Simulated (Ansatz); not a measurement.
C$_{2}$H$_{8}$GeO$_{3}$: single-point calculation

C$_{2}$H$_{8}$GeO$_{3}$, SMILES C[CH2][Ge]([OH])([OH])[OH], computed with RKS B3LYP-d3bjatm/cc-pVTZ-rifit (Ansatz 0.2.0).

Some settings of this run were made unusual or wrong on purpose. The geometry comes from this level: PBE0-D4/def2-TZVP.

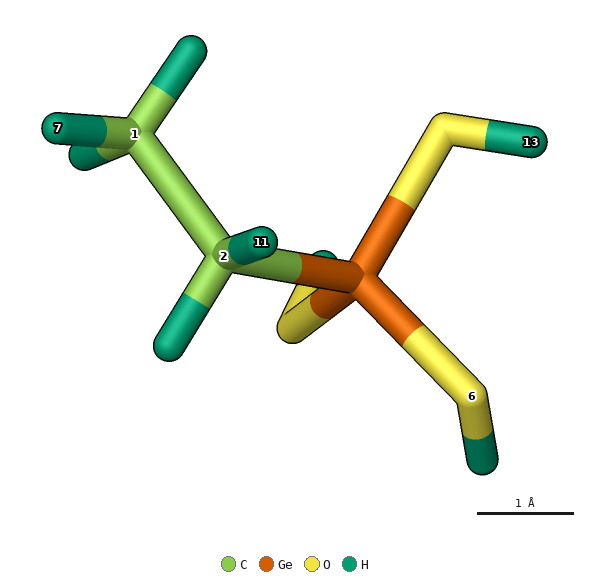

**Figure 1.** The input geometry (stick view, seen at a tilt; atoms are numbered from 1 in the order of the input). Sticks mark near contacts. Bond lengths as drawn: C–C 1.61 Å, C–Ge 1.95 Å, C–H 0.94 to 1.10 Å, Ge–O 1.78 to 1.83 Å and H–O 0.93 to 1.02 Å.

**Input**
```yaml
crystal:
  periodic: [false, false, false]
  atoms:
    - {symbol: C, position_ang: [0.941788, -1.119710, 1.421996]}
    - {symbol: C, position_ang: [0.673487, -1.006249, -0.159175]}
    - {symbol: Ge, position_ang: [-0.442275, 0.529854, -0.593601]}
    - {symbol: O, position_ang: [-2.108058, 0.315323, -0.012722]}
    - {symbol: O, position_ang: [0.223834, 2.053541, 0.180608]}
    - {symbol: O, position_ang: [-0.499080, 0.807395, -2.355168]}
    - {symbol: H, position_ang: [1.497789, -2.022287, 1.637579]}
    - {symbol: H, position_ang: [-0.021279, -1.305949, 1.904308]}
    - {symbol: H, position_ang: [1.355075, -0.223947, 1.785503]}
    - {symbol: H, position_ang: [0.126252, -1.883883, -0.543321]}
    - {symbol: H, position_ang: [1.507065, -0.928493, -0.593503]}
    - {symbol: H, position_ang: [-2.358324, 1.114551, 0.566063]}
    - {symbol: H, position_ang: [0.351711, 2.700627, -0.468752]}
    - {symbol: H, position_ang: [-1.447846, 0.883327, -2.633658]}
basis:
  gaussian: {orbitals: cc-pVTZ-rifit, final_grid: {core_spheres: 20, valence_spheres: 16, degree: 47}}
hamiltonian: {xc: {name: B3LYP}, dispersion: d3bjatm}
```

Machine: 8 threads of Arm Neoverse V1, 23 GiB of memory available, shared host.

Launch command:
```bash
ansatz run in.yaml --threads 8 --pin off --events-out ev --progress --plain --max-ram 18278MiB
```

**The program's output**
```
Functional definition: B3LYP
  name "B3LYP"
  cite "Stephens, Devlin, Chabalowski & Frisch, J. Phys. Chem. 98, 11623 (1994) doi:10.1021/j100096a001"
  cite "Becke, Phys. Rev. A 38, 3098 (1988) doi:10.1103/PhysRevA.38.3098"
  cite "Lee, Yang & Parr, Phys. Rev. B 37, 785 (1988) doi:10.1103/PhysRevB.37.785"
  cite "Vosko, Wilk & Nusair, Can. J. Phys. 58, 1200 (1980) doi:10.1139/p80-159"
  parameter a0 = 0.2
  parameter ax = 0.72
  parameter ac = 0.81
  exchange = (1 - a0 - ax)*slater_x + ax*b88_x + a0*exact_x
  correlation = (1 - ac)*vwn_rpa_c + ac*lyp_c
2323 factors; their error is unknown
mean field evaluation 1: about -53574.1526 eV, gradient 6.5e1 eV
mean field evaluation 2: about -53566.9103 eV, gradient 9.3e1 eV
mean field evaluation 4: about -53581.6391 eV, gradient 2.7e0 eV
mean field evaluation 8: about -53581.6469 eV, gradient 1.0e-1 eV
mean field evaluation 16: about -53581.7430 eV, gradient 5.8e-4 eV
mean field -53581.74303022 eV, -1969.0927373506 hartree, gradient 4.8e-5 eV, S^2 0.000000; 0 other end points of the search recorded, 0 dependent functions left out
reference -53581.74321295 eV, -1969.0927440661 hartree; 38, 38 occupied and 773, 773 virtual orbitals, 2323 factors
Total energy: -53582.23485145 eV, -1969.1108114474 hartree
```

**Outcome**

```json
{"quantity": "outcome", "value": "converged"}
{"quantity": "total energy", "value": "−53582.2349 eV"}
{"quantity": "mean-field energy", "value": "−53581.7432 eV"}
{"quantity": "dispersion energy", "value": "−0.4916 eV"}
{"quantity": "SCF solution under orbital rotations", "value": "stable"}
{"quantity": "wall time", "value": "16 s (CPU time 2 min)"}
{"quantity": "peak memory", "value": "4.2 GiB"}
```

**Diagnosis**

A setting was made wrong on purpose: basis. The run converged all the same; its numbers are those of the faulty input and shouldn't be used.
